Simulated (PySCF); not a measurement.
## Run report: Al$_{2}$Cl$_{6}$, frequency calculation

The run: frequency calculation of Al$_{2}$Cl$_{6}$. Method and program: RKS-based B3LYP, Al def2-TZVP, Cl def2-TZVP; non-relativistic Hamiltonian; density fitting (PySCF 2.14.0).

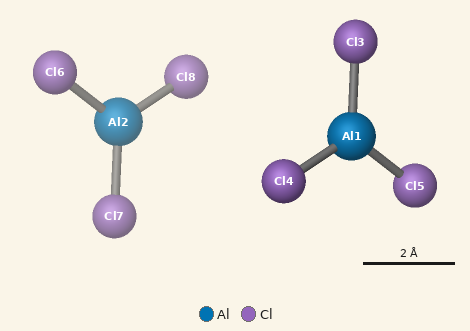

The input geometry (ball-and-stick view, seen at a tilt; atoms are numbered from 1 in the order of the input). Sticks mark near contacts.

## Input
```python
from pyscf import gto, scf, dft
mol = gto.M(atom='''
Al     0.000000     0.000000     4.293841
Al    -0.000000    -0.000000    -4.293841
Cl     2.079106     0.000000     4.290600
Cl    -1.039553     1.800558     4.290600
Cl    -1.039553    -1.800558     4.290600
Cl     1.039553     1.800558    -4.290600
Cl    -2.079106    -0.000000    -4.290600
Cl     1.039553    -1.800558    -4.290600''',
    basis={'Al': 'def2-TZVP', 'Cl': 'def2-TZVP'},
    charge=0, spin=0)
mf = dft.RKS(mol, xc='B3LYP')
mf.grids.atom_grid = (75, 302)
aux = {'Al': 'def2-universal-JKFIT', 'Cl': 'def2-universal-JKFIT'}
mf = mf.density_fit(auxbasis=aux)
mf.conv_tol = 1e-09
mf.diis_space = 10
mf.max_cycle = 60
mf.verbose = 4
mf.kernel()
```

The script is an equivalent of the set-up of the self-consistent field. The run itself was carried out by a driver, which started from the orbitals of the step before it where there was one and computed the further properties.

Run on 4 threads of Intel Xeon (Granite Rapids), 176 GiB of memory available, shared host.

Launch command:
```bash
OMP_NUM_THREADS=4 python axn.py task.json out
```

## What the program printed
```
init E= -3246.71667411864
  HOMO = -0.33441407144018  LUMO = -0.0602130551819098  gap/eV = 7.46139
cycle= 1 E= -3246.71667411863  delta_E= 6.37e-12  |g|= 1.4e-06  |ddm|= 1.93e-06
  HOMO = -0.334414108206969  LUMO = -0.0602132226534023  gap/eV = 7.46139
Extra cycle  E= -3246.71667411864  delta_E= -2.73e-12  |g|= 1.89e-06  |ddm|= 2.59e-06
converged SCF energy = -3246.71667411864
```

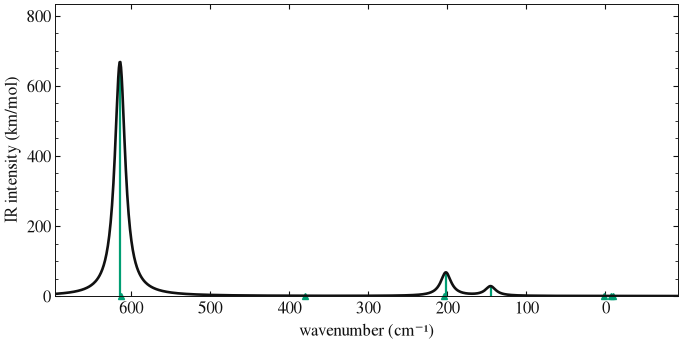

Harmonic infrared spectrum, unscaled: sticks (degenerate modes added up, dark ones marked on the axis) with a Lorentzian envelope of 16 cm⁻¹ full width, scaled to the tallest stick; imaginary modes are drawn at negative wavenumbers. 18 modes from 10i to 614 cm⁻¹, 4 imaginary beyond 8i (10i, 10i, 9i, 9i cm⁻¹): not a minimum. The strongest line is at 614 cm⁻¹ (668 km/mol).

## Results in brief

- outcome: converged
- total energy: −3246.716674 hartree
- HOMO: −9.10 eV
- LUMO: −1.64 eV
- zero-point energy: 0.009567 hartree
- dipole moment: 0.00 D
- wavenumbers, lowest and highest: 10i and 614 cm⁻¹
- wall time: 5.5 min (CPU time 16 min)
- peak memory: 5.4 GiB

## Remarks

Checks after the run noted: a mode under 25 cm-1 is near the numerical noise.
